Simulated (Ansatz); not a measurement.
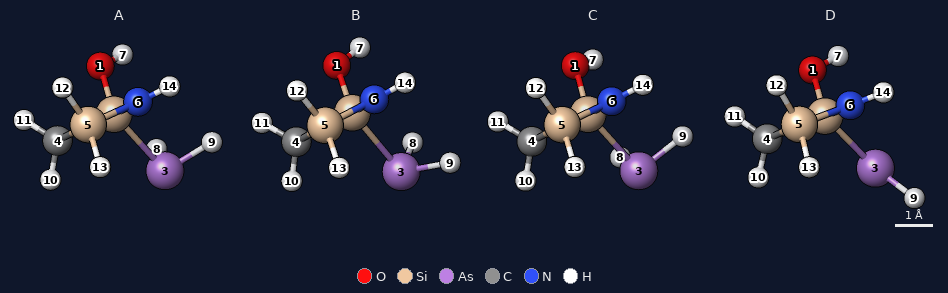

4 geometries from a converged minimum-energy path of CH$_{8}$AsNOSi$_{2}$, shuffled. Style: ball-and-stick. Shown from a free direction.

The calculation used RHF/def2-SVP in Ansatz. Set-up: 9 movable images; climbing image; force threshold 0.03 eV/Å; iteration limit 48; starting path through a guess of the saddle point.

One of them is the converged climbing image. Which?

Answer. D. In order along the path, whose images run from 0 to 10: D (image 4, +1.09 eV), B (image 6, +0.08 eV), A (image 8, +0.02 eV), C (image 9, +0.02 eV). The motion is an umbrella inversion at the As atom. No bond forms or breaks between the ends. Among the angles between lasting bonds that change up to the highest image: Si–As–H 95.8° → 125.3°, Si–As–H 95.4° → 123.4°.

Limits of the set-up: Hartree-Fock leaves out electron correlation.

Cost: 7.2 min on 2 threads of Intel(R) Xeon(R) Platinum 8488C (Sapphire Rapids) (shared host), peak memory 0.5 GiB.
